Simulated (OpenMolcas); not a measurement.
# CO: geometry relaxation (part 3 of 4)

Continued. System: CO, SMILES [C-]#[O+]. Method: PBE0/def2-SVP, RKS (OpenMolcas 26.06). The geometry comes from this level: PBE0-D4/def2-TZVP.

Geometry of the input (Å):
```
C  0.4799  -0.1551  0.2472
O  -0.4799  0.1551  -0.2472
```

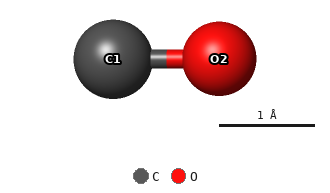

Figure 1. The starting structure (ball-and-stick view, seen on its broad side; atoms are numbered from 1 in the order of the input).

**Output, continued**
```
      SCF Algorithm: Conventional
      D(i)-D(i-1) density differences are used
      Number of density matrices in core                 5
      Maximum number of NDDO SCF iterations            400
      Maximum number of HF SCF iterations              400
      Threshold for SCF energy change             1.00E-09
      Threshold for density matrix                1.00E-04
      Threshold for Fock matrix                   1.50E-04
      Threshold for linear dependence             1.00E-09
      Threshold at which DIIS is turned on        1.50E-01
      Maximum depth in the DIIS procedure                5
      Maximum depth in the BFGS Hessian update          30
      Threshold at which QNR/C2DIIS is turned on  7.50E-02
      Threshold for Norm(delta) (QNR/C2DIIS)      1.00E-03
      All orbitals punched on: SCFORB
--

      Detected old SCF orbitals

++ Convergence information
                                   PBE0       iterations: Energy and convergence statistics

Iter     Tot. PBE0       One-elec.       Two-elec.     Energy      Max Dij or  Max Fij      DNorm      TNorm      AccCon     Time
         Energy          Energy          Energy        Change      Delta Norm                                                in Sec.
   1  -113.096088150  -208.557369796    72.944352441   0.00E+00    6.04E-09    4.39E-09     4.72E+00   5.24E+01   None         0.
   2  -113.096088150  -208.557369720    72.944352365   5.68E-14*   5.16E-09    2.09E-10     4.93E-08   5.24E+01   EDIIS        0.
   3  -113.096088150  -208.557369727    72.944352372   0.00E+00    2.05E-09    8.98E-10     4.35E-08   5.24E+01   c2DIIS       0.

       Convergence after   3 Iterations
--

 *****************************************************************************************************************************
 *                                             SCF/KS-DFT Program, Final results                                             *
 *                                                       Final Results                                                       *
 *****************************************************************************************************************************

::    Total KS-DFT energy                            -113.0960881498
      One-electron energy                            -208.5573697271
      Two-electron energy                              72.9443523723
      Nuclear repulsion energy                         22.5169292050
      Kinetic energy (interpolated)                   112.4270030523
      Virial theorem                                    1.0059512847
      Total spin, S(S+1)                                0.0000000000
      Total spin, S                                     0.0000000000
      Max non-diagonal density matrix element           0.0000000020
      Max non-diagonal Fock matrix element              0.0000000009

      No orbitals printed

++    Molecular charges:
      ------------------

      Mulliken charges per centre
      ---------------------------

                C1      O2
      Total    5.9674  8.0326

      N-E      0.0326 -0.0326

      Total electronic charge=   14.000000

      Total            charge=    0.000000
--

++    Molecular properties:
      ---------------------

      Charge (e):
                      =    0.0000
      Dipole Moment (debye):
      Origin of the operator (angstrom)=   -0.0688    0.0222   -0.0354
                   X= -1.7709E-01               Y=  5.7234E-02               Z= -9.1221E-02           Total=  2.0726E-01
      Quadrupole Moment (debye*angstrom):
      Origin of the operator (angstrom)=   -0.0688    0.0222   -0.0354
                  XX= -1.1684E+01              XY=  5.2815E-01              XZ= -8.4177E-01              YY= -1.0220E+01
                  YZ=  2.7206E-01              ZZ= -1.0483E+01
      In traceless form (debye*angstrom)
                  XX= -1.3320E+00              XY=  7.9223E-01              XZ= -1.2627E+00              YY=  8.6319E-01
                  YZ=  4.0808E-01              ZZ=  4.6883E-01
--

--- Stop Module: last_energy /rc=_RC_ALL_IS_WELL_ ---
--- Module last_energy spent 1 second ---

>>> END DO

>>> COPY run.Opt.xyz final.xyz

>>> COPY run.slapaf.h5 final.slapaf.h5

--- Start Module: mckinley ---

                                             &MCKINLEY

                       available to each process: 1.9 GB of memory, 1 thread

--- Stop Module: mckinley /rc=_RC_INVOKED_OTHER_MODULE_ ---

--- Start Module: slapaf ---

                                              &SLAPAF

                       available to each process: 1.9 GB of memory, 1 thread

++       Slapaf input parameters:
         ------------------------

 Maximum number of iterations:                 0
 Convergence test a la Schlegel.
 Convergence criterion on gradient/para.<=: 3.0E-04
 Convergence criterion on step/parameter<=: 3.0E-04
 Convergence criterion on energy change <=: 0.0E+00
 Parameters for step-restricted optimization
 Maximum step length (initial seed):       3.00E-01

 -RFO activated with parameters:
   Maximum number of data points used in RFO:      5
 Line search is performed

 -Optimization for transition state.
  Optimization method: RS-P-RFO
  No mode to follow is specified!
  Optimization will follow mode with the lowest eigenvalue.

 -Initial Hessian guess is estimated with finite differences.
    Two point symmetric formula, Delta= 1.00E-02

 -Hessian update method: Broyden-Fletcher-Goldfarb-Shanno
  Maximum number of points in Hessian update:  5

 -Relaxation will be done on non-redundant internal coordinates, based on
  force constant weighted redundant internal coordinates.

--

 ******************************************
 * Statistics of the internal coordinates *
 ******************************************
 Translations and Rotations:         0
 Bonds                     :         1
 Angles                    :         0
 Torsions                  :         0
 Out-of-plane angles       :         0

  Accumulate the gradient for selected numerical differentiation.
     1 of     3
--- Stop Module: slapaf /rc=_RC_CONTINUE_LOOP_ ---

--- Start Module: seward ---
--- Stop Module: seward /rc=_RC_ALL_IS_WELL_ ---

--- Start Module: scf ---
--- Stop Module: scf /rc=_RC_ALL_IS_WELL_ ---

--- Start Module: slapaf ---
--- Stop Module: slapaf /rc=_RC_INVOKED_OTHER_MODULE_ ---

--- Start Module: alaska ---
 Rotational correction to the DFT gradient is turned off due to close-to-degeneracy problems!
--- Stop Module: alaska /rc=_RC_ALL_IS_WELL_ ---

--- Start Module: slapaf ---
  Accumulate the gradient for selected numerical differentiation.
     2 of     3
--- Stop Module: slapaf /rc=_RC_CONTINUE_LOOP_ ---

>>> END DO

>>> IF (ITER != 1)

--- Start Module: seward ---
--- Stop Module: seward /rc=_RC_ALL_IS_WELL_ ---

--- Start Module: scf ---
--- Stop Module: scf /rc=_RC_ALL_IS_WELL_ ---

--- Start Module: slapaf ---
--- Stop Module: slapaf /rc=_RC_INVOKED_OTHER_MODULE_ ---

--- Start Module: alaska ---
 Rotational correction to the DFT gradient is turned off due to close-to-degeneracy problems!
--- Stop Module: alaska /rc=_RC_ALL_IS_WELL_ ---

--- Start Module: slapaf ---

  Numerical differentiation is finished!

 Observe that the harmonic oscillator analysis is only valid at stationary points!

 Note that rotational and translational degrees have been automatically removed,
 if the energy is invariant to these degrees of freedom.

 Harmonic frequencies in cm-1

 IR Intensities in km/mol

                        1

     Frequency:      2275.22

     Intensity:    7.906E+01
     Red. mass:     13.43875

     C1         x   -0.18644
     C1         y    0.06026
     C1         z   -0.09604
     O2         x    0.13987
     O2         y   -0.04521
     O2         z    0.07205

++ Thermochemistry

 *********************
 *                   *
 *  THERMOCHEMISTRY  *
 *                   *
 *********************

 Mass-centered Coordinates (angstrom):
 ********************************************************
 Label        X           Y           Z          Mass
 --------------------------------------------------------
 C1         0.000000    0.000000    0.644519     12.00000
 O2         0.000000    0.000000   -0.483543     15.99491
 --------------------------------------------------------
 Molecular mass:   27.994915
 Rotational Constants (cm-1):    1.9322    1.9322**********
 Rotational Constants (GHz) :   57.9251   57.9251**********
 Rotational temperatures (K):    2.7800    2.7800**********
 Rotational Symmetry factor:  1
 Vibrational temperature (K):
   3273.54
 Number of trans. and rot. degrees of freedom:  6
 ZPVE                 3.253 kcal/mol      0.005183 au.
 ZPVE corrected energy                 -113.090837 au.

 *****************************************************
 Temperature =     0.00 kelvin, Pressure =   1.00 atm
 -----------------------------------------------------
 Molecular Partition Function and Molar Entropy:
                        q/V (M**-3)    S(kcal/mol*K)
 Electronic            1.000000E+00        0.000
 Translational         1.000000E+00        0.000
 Rotational            1.000000E+00        2.981
 Vibrational           1.000000E+00        0.000
 TOTAL                 1.000000E+00        2.981

 Thermal contributions to INTERNAL ENERGY:
 Electronic           0.000 kcal/mol      0.000000 au.
 Translational        0.000 kcal/mol      0.000000 au.
 Rotational           0.000 kcal/mol      0.000000 au.
 Vibrational          3.253 kcal/mol      0.005183 au.
 TOTAL                3.253 kcal/mol      0.005183 au.

 Thermal contributions to
 ENTHALPY             3.253 kcal/mol      0.005183 au.
 GIBBS FREE ENERGY    3.253 kcal/mol      0.005183 au.

 Sum of energy and thermal contributions
 INTERNAL ENERGY                       -113.090837 au.
 ENTHALPY                              -113.090837 au.
 GIBBS FREE ENERGY                     -113.090837 au.
 -----------------------------------------------------

 *****************************************************
 Temperature =   100.00 kelvin, Pressure =   1.00 atm
 -----------------------------------------------------
 Molecular Partition Function and Molar Entropy:
                        q/V (M**-3)    S(kcal/mol*K)
 Electronic            1.000000E+00        0.000
 Translational         8.802763E+26       30.496
 Rotational            4.083398E-06      -21.678
 Vibrational           7.791094E-08        0.000
 TOTAL                 2.800523E+14        8.818

 Thermal contributions to INTERNAL ENERGY:
 Electronic           0.000 kcal/mol      0.000000 au.
 Translational        0.298 kcal/mol      0.000475 au.
 Rotational           0.298 kcal/mol      0.000475 au.
 Vibrational          3.253 kcal/mol      0.005183 au.
 TOTAL                3.849 kcal/mol      0.006133 au.

 Thermal contributions to
 ENTHALPY             4.047 kcal/mol      0.006450 au.
 GIBBS FREE ENERGY    3.166 kcal/mol      0.005045 au.

 Sum of energy and thermal contributions
 INTERNAL ENERGY                       -113.089887 au.
 ENTHALPY                              -113.089570 au.
 GIBBS FREE ENERGY                     -113.090975 au.
 -----------------------------------------------------

 *****************************************************
 Temperature =   273.15 kelvin, Pressure =   1.00 atm
 -----------------------------------------------------
 Molecular Partition Function and Molar Entropy:
                        q/V (M**-3)    S(kcal/mol*K)
 Electronic            1.000000E+00        0.000
 Translational         3.973935E+27       35.488
 Rotational            1.843417E-05      -18.682
 Vibrational           2.498173E-03        0.000
 TOTAL                 1.830066E+20       16.806

 Thermal contributions to INTERNAL ENERGY:
 Electronic           0.000 kcal/mol      0.000000 au.
 Translational        0.814 kcal/mol      0.001298 au.
 Rotational           0.814 kcal/mol      0.001298 au.
 Vibrational          3.253 kcal/mol      0.005183 au.
 TOTAL                4.881 kcal/mol      0.007778 au.

 Thermal contributions to
 ENTHALPY             5.424 kcal/mol      0.008643 au.
 GIBBS FREE ENERGY    0.833 kcal/mol      0.001328 au.

 Sum of energy and thermal contributions
 INTERNAL ENERGY                       -113.088242 au.
 ENTHALPY                              -113.087377 au.
 GIBBS FREE ENERGY                     -113.094692 au.
 -----------------------------------------------------

 *****************************************************
 Temperature =   298.15 kelvin, Pressure =   1.00 atm
 -----------------------------------------------------
 Molecular Partition Function and Molar Entropy:
                        q/V (M**-3)    S(kcal/mol*K)
 Electronic            1.000000E+00        0.000
 Translational         4.531805E+27       35.923
 Rotational            2.102199E-05      -18.421
 Vibrational           4.128933E-03        0.000
 TOTAL                 3.933535E+20       17.502

 Thermal contributions to INTERNAL ENERGY:
 Electronic           0.000 kcal/mol      0.000000 au.
 Translational        0.889 kcal/mol      0.001416 au.
 Rotational           0.889 kcal/mol      0.001416 au.
 Vibrational          3.253 kcal/mol      0.005184 au.
 TOTAL                5.030 kcal/mol      0.008016 au.

 Thermal contributions to
 ENTHALPY             5.623 kcal/mol      0.008960 au.
 GIBBS FREE ENERGY    0.404 kcal/mol      0.000644 au.

 Sum of energy and thermal contributions
 INTERNAL ENERGY                       -113.088004 au.
 ENTHALPY                              -113.087060 au.
 GIBBS FREE ENERGY                     -113.095376 au.
 -----------------------------------------------------

 *****************************************************
 Temperature =   323.15 kelvin, Pressure =   1.00 atm
 -----------------------------------------------------
 Molecular Partition Function and Molar Entropy:
                        q/V (M**-3)    S(kcal/mol*K)
 Electronic            1.000000E+00        0.000
 Translational         5.113582E+27       36.323
 Rotational            2.372072E-05      -18.181
 Vibrational           6.313866E-03        0.001
 TOTAL                 7.658585E+20       18.143

 Thermal contributions to INTERNAL ENERGY:
 Electronic           0.000 kcal/mol      0.000000 au.
 Translational        0.963 kcal/mol      0.001535 au.
 Rotational           0.963 kcal/mol      0.001535 au.
 Vibrational          3.253 kcal/mol      0.005184 au.
 TOTAL                5.179 kcal/mol      0.008254 au.

 Thermal contributions to
 ENTHALPY             5.822 kcal/mol      0.009277 au.
 GIBBS FREE ENERGY   -0.041 kcal/mol     -0.000066 au.

 Sum of energy and thermal contributions
 INTERNAL ENERGY                       -113.087766 au.
 ENTHALPY                              -113.086743 au.
 GIBBS FREE ENERGY                     -113.096086 au.
 -----------------------------------------------------

 *****************************************************
 Temperature =   373.15 kelvin, Pressure =   1.00 atm
 -----------------------------------------------------
 Molecular Partition Function and Molar Entropy:
                        q/V (M**-3)    S(kcal/mol*K)
 Electronic            1.000000E+00        0.000
 Translational         6.345183E+27       37.038
 Rotational            2.943384E-05      -17.752
 Vibrational           1.244789E-02        0.003
 TOTAL                 2.324806E+21       19.288

 Thermal contributions to INTERNAL ENERGY:
 Electronic           0.000 kcal/mol      0.000000 au.
 Translational        1.112 kcal/mol      0.001773 au.
 Rotational           1.112 kcal/mol      0.001773 au.
 Vibrational          3.254 kcal/mol      0.005185 au.
 TOTAL                5.478 kcal/mol      0.008730 au.

 Thermal contributions to
 ENTHALPY             6.220 kcal/mol      0.009912 au.
 GIBBS FREE ENERGY   -0.978 kcal/mol     -0.001558 au.
```
